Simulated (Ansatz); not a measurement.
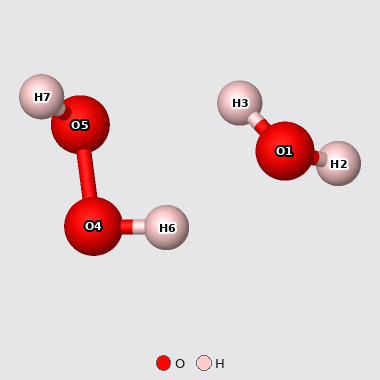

The system is the pair H₂O···H₂O₂; the picture shows the reference structure. Coordinates scanned: (1) separation of H6 and O1 along their line in the relaxed pair; (2) sideways slip of O1, H2, H3. Nothing is relaxed (both partners rigid). The scan uses a 15 × 15 grid. Points are written as (first, second). Energies: kcal/mol, counted from the lowest grid point. Energies and slopes of some neighbouring points disagree (a jump in structure or state, or too coarse a mesh). Level of theory: Ansatz 0.2.0, RKS CAM-B3LYP-D4/def2-SVPD.

Its coordinates:

```tsv
atom	x (Å)	y (Å)	z (Å)
O	0.3724	0.0866	-1.3795
H	0.0167	-0.3479	-2.1610
H	-0.3738	0.5033	-0.9236
O	0.3005	-0.7549	1.2183
O	-0.6673	0.2914	1.1833
H	0.6221	-0.7298	0.2939
H	-0.2705	0.9513	1.7684
```

Range: separation of H6 and O1 along their line in the relaxed pair from 1.578 to 2.978 Å; sideways slip of O1, H2, H3 from −3.00 to 3.00 Å.

**What landscape does the calculation give?**

The lowest grid point is at (1.909 Å, 0.00 Å). The highest grid point, (1.578 Å, 1.71 Å), lies 74.5 kcal/mol above the lowest. At the lowest point O1···H6 is 1.91 Å, a hydrogen-bond distance.

```tsv
second ↓, first →	1.578	1.613	1.670	1.740	1.820	1.909	2.006	2.109	2.218	2.332	2.452	2.577	2.706	2.840	2.978
3.00	20.8	19.5	17.7	15.9	14.2	12.7	11.6	10.7	10.0	9.5	9.1	8.9	8.8	8.7	8.7
2.57	42.4	38.8	33.8	28.7	24.0	20.1	16.9	14.4	12.6	11.2	10.3	9.6	9.2	8.9	8.8
2.14	67.4	60.8	51.6	42.3	34.1	27.2	21.7	17.6	14.6	12.4	10.9	9.9	9.3	8.9	8.7
1.71	74.5	66.7	55.9	45.1	35.7	27.8	21.7	17.1	13.9	11.6	10.1	9.2	8.6	8.3	8.1
1.29	56.7	50.6	42.0	33.6	26.2	20.3	15.7	12.4	10.1	8.7	7.8	7.3	7.1	7.1	7.2
0.86	30.1	26.5	21.6	16.9	12.9	9.8	7.6	6.2	5.4	5.1	5.0	5.2	5.5	5.9	6.2
0.43	10.5	8.9	6.7	4.7	3.2	2.3	1.9	1.8	2.1	2.6	3.2	3.8	4.5	5.1	5.6
0.00	3.1	2.2	1.2	0.5	0.1	0.0	0.3	0.7	1.4	2.1	2.9	3.6	4.3	5.0	5.6
−0.43	4.1	3.5	2.7	2.1	1.8	1.7	1.9	2.2	2.7	3.3	3.9	4.5	5.0	5.5	6.0
−0.86	7.5	6.9	6.1	5.5	5.0	4.7	4.6	4.7	4.9	5.1	5.4	5.8	6.1	6.4	6.7
−1.29	9.4	9.0	8.5	7.9	7.5	7.2	6.9	6.8	6.8	6.8	6.9	7.0	7.2	7.3	7.5
−1.71	9.9	9.7	9.4	9.0	8.8	8.5	8.3	8.2	8.1	8.0	8.0	8.0	8.0	8.0	8.1
−2.14	9.8	9.7	9.6	9.4	9.3	9.1	9.0	8.9	8.8	8.7	8.6	8.6	8.5	8.5	8.5
−2.57	9.7	9.6	9.6	9.5	9.4	9.3	9.2	9.2	9.1	9.0	9.0	8.9	8.9	8.8	8.8
−3.00	9.5	9.5	9.5	9.4	9.4	9.3	9.3	9.2	9.2	9.1	9.1	9.1	9.0	9.0	8.9
```

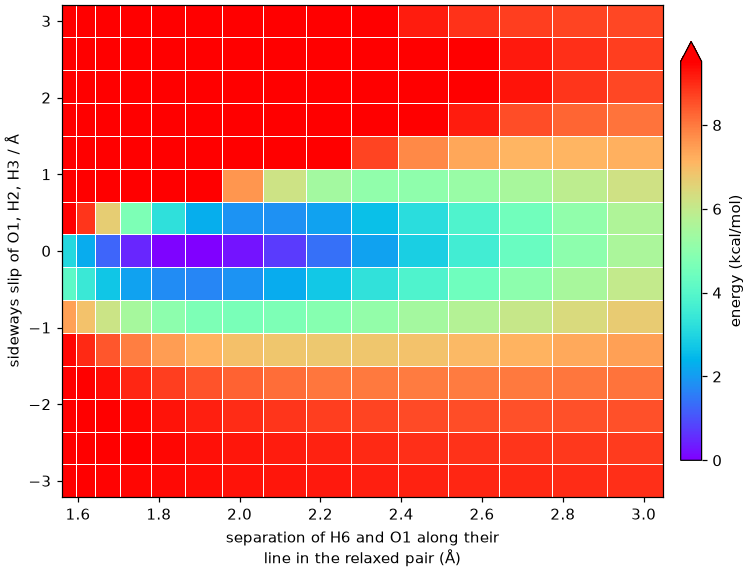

In the figure: one coloured cell a grid point, one colour for all values above the top of the scale.

Each point was launched as `ansatz run input.yaml --threads 1 --pin off --max-ram 2560MiB --backend cpu --events-out ev --progress --plain --runs-dir out`. Time for the 225 points that were run: 9.4 min on 1 thread of Arm Neoverse V2, on a shared host.
